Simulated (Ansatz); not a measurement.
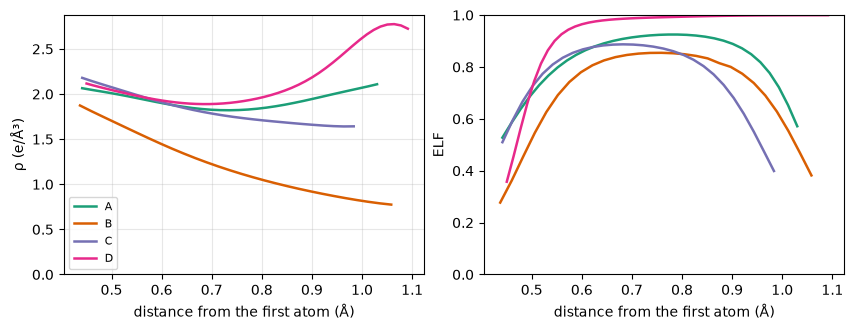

*C₃H₆SSi. Electron density and ELF along straight lines between neighbouring atoms. The curves leave out the atomic cores.*

Geometry: PBE0-D4/def2-TZVP.

Level of theory: RKS PBE0-D4/def2-TZVPP (Ansatz 0.2.0).

```json
{"atom": "C", "x (Å)": "-1.2462", "y (Å)": "0.2227", "z (Å)": "0.8607"}
{"atom": "C", "x (Å)": "-0.1297", "y (Å)": "-0.4267", "z (Å)": "0.0943"}
{"atom": "Si", "x (Å)": "1.6955", "y (Å)": "-0.0520", "z (Å)": "-0.3105"}
{"atom": "C", "x (Å)": "0.1516", "y (Å)": "-0.0944", "z (Å)": "-1.3112"}
{"atom": "S", "x (Å)": "-0.6897", "y (Å)": "0.5805", "z (Å)": "-2.5006"}
{"atom": "H", "x (Å)": "-1.2369", "y (Å)": "1.3032", "z (Å)": "0.7044"}
{"atom": "H", "x (Å)": "-1.1589", "y (Å)": "0.0235", "z (Å)": "1.9302"}
{"atom": "H", "x (Å)": "-2.2163", "y (Å)": "-0.1472", "z (Å)": "0.5179"}
{"atom": "H", "x (Å)": "-0.0347", "y (Å)": "-1.5089", "z (Å)": "0.2617"}
{"atom": "H", "x (Å)": "2.3429", "y (Å)": "1.2605", "z (Å)": "-0.0948"}
{"atom": "H", "x (Å)": "2.5879", "y (Å)": "-1.2181", "z (Å)": "-0.1316"}
```

Q: Which curve belongs to which contact (C–C, C–H, C–S and C–Si)? The first atom named is at distance zero.

A: Curve A: C–C (1.47 Å): ρ is about 1.8 e/Å³ halfway; the ELF peaks at about 0.95 between the atoms, as expected for a shared electron pair. Curve B: C–Si (1.84 Å): ρ is about 0.9 e/Å³ halfway; the ELF peaks at about 0.85 between the atoms (localised, covalent bonding). Curve C: C–S (1.61 Å): the density is about 1.7 e/Å³ at the midpoint; the ELF peaks at about 0.90 between the atoms (a covalent bond). Curve D: C–H (1.09 Å): ρ is about 2 e/Å³ halfway; the ELF climbs to about 1 towards the hydrogen, as it does in any bond to H; a covalent bond by its length.
